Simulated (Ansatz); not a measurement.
**BHLYP/3-21G run of AlH3 (SMILES [AlH3])**

What is the energy change on altering one bond length of AlH3 at BHLYP/3-21G? 

Program for the calculation: Ansatz 0.2.0.

74 further runs of the same task are left out: 3 that didn't finish, 71 set aside as unsound or not needed.

### 1 Starting point

The species is AlH3 (4 atoms), meant as a singlet with charge 0. As SMILES, `[AlH3]`. The coordinates come from a PBE0-D4/def2-TZVP relaxation.

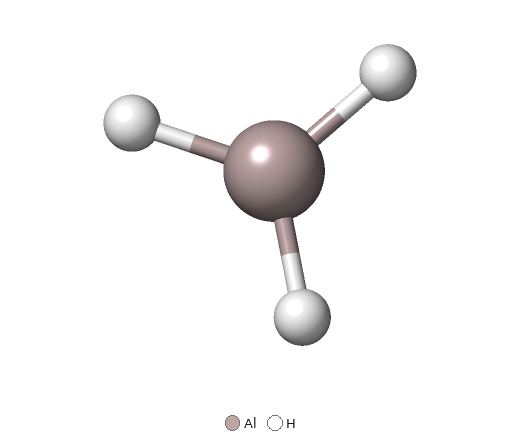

The structure, seen from a chosen angle (aluminium light grey, hydrogen white).

### 2 A single-point energy at BHLYP/3-21G

File job.yaml:

```yaml
crystal:
  periodic: [false, false, false]
  atoms:
    - symbol: Al
      position_ang: [0.013700, -0.014800, -0.005100]
    - symbol: H
      position_ang: [0.633200, 0.670900, 1.283600]
    - symbol: H
      position_ang: [-1.340800, -0.832000, 0.105100]
    - symbol: H
      position_ang: [0.749400, 0.115700, -1.403900]
basis:
  gaussian:
    orbitals: 3-21G.json
hamiltonian:
  xc: {name: BHLYP}
accuracy: high
```

The basis set 3-21G is read from a file made from the Basis Set Exchange's data (not shown).

Command:

```sh
$ ansatz run job.yaml --threads 1 --pin off --max-ram 2610MiB --events-out events.jsonl --progress --plain --runs-dir runs
```

Output:

```text
Warning: RAYON_NUM_THREADS=1 ignored (pool sized by the plan → 1); use --threads N
Functional definition: BHLYP
  name "BHLYP"
  parameter a = 0.5
  exchange = (1 - a)*b88_x + a*exact_x
  correlation = lyp_c
374 factors; integrals over basis functions are off by at most 2.6e-9 eV
mean field evaluation 1: about -6607.7908 eV, gradient 5.9e0 eV
mean field evaluation 2: about -6607.9431 eV, gradient 1.0e0 eV
mean field evaluation 4: about -6607.9468 eV, gradient 1.8e-1 eV
mean field evaluation 8: about -6607.9470 eV, gradient 6.0e-5 eV
mean field -6607.94696334 eV, -242.8375718754 hartree, gradient 7.2e-8 eV, S^2 0.000000; 0 other end points of the search recorded, 0 dependent functions left out
reference -6607.94698658 eV, -242.8375727294 hartree; 8, 8 occupied and 11, 11 virtual orbitals, 374 factors
Total energy: -6607.94698658 eV, -242.8375727294 hartree
```

Wall time 0.54 s (1 thread of Arm Neoverse V2, shared host).

### 3 The distorted shape

File molecule.yaml:

```yaml
crystal:
  periodic: [false, false, false]
  atoms:
    - symbol: Al
      position_ang: [0.352327, 0.189501, -0.032650]
    - symbol: H
      position_ang: [0.971827, 0.875201, 1.256050]
    - symbol: H
      position_ang: [-1.340800, -0.832000, 0.105100]
    - symbol: H
      position_ang: [1.088027, 0.320001, -1.431450]
basis:
  gaussian:
    orbitals: 3-21G.json
magnetization:
  spin_polarized: false
hamiltonian:
  xc: {name: BHLYP}
accuracy: high
```

The basis set 3-21G is read from a file made from the Basis Set Exchange's data (not shown).

Command:

```sh
$ ansatz run molecule.yaml --threads 1 --pin off --max-ram 2610MiB --events-out events.jsonl --progress --plain --runs-dir runs
```

Output:

```text
Warning: RAYON_NUM_THREADS=1 ignored (pool sized by the plan → 1); use --threads N
[... 5 set-up lines as earlier in the session ...]
373 factors; integrals over basis functions are off by at most 2.5e-9 eV
mean field evaluation 1: about -6607.0923 eV, gradient 6.2e0 eV
mean field evaluation 2: about -6607.2783 eV, gradient 1.6e0 eV
mean field evaluation 4: about -6607.2919 eV, gradient 2.8e-1 eV
mean field evaluation 8: about -6607.2910 eV, gradient 4.4e-3 eV
mean field evaluation 16: about -6607.2910 eV, gradient 3.1e-8 eV
mean field -6607.29104258 eV, -242.8134672320 hartree, gradient 3.1e-8 eV, S^2 0.000000; 0 other end points of the search recorded, 0 dependent functions left out
reference -6607.29106624 eV, -242.8134681015 hartree; 8, 8 occupied and 11, 11 virtual orbitals, 373 factors
Total energy: -6607.29106624 eV, -242.8134681015 hartree
```

It took 0.58 s on 1 thread of Arm Neoverse V2, shared host.

### 4 What came out

Level: BHLYP/3-21G.

```
                                                          quantity          value
                                         first shape: total energy  -242.83757 Eh
                                     distorted shape: total energy  -242.81347 Eh
energy change with the Al1–H3 bond stretched from 1.586 to 1.982 Å       0.656 eV
```

What this shows: With the Al1–H3 bond stretched from 1.586 to 1.982 Å the energy rises by 0.66 eV (15.1 kcal/mol). The first shape isn't relaxed at this level, so the change isn't measured from a minimum.
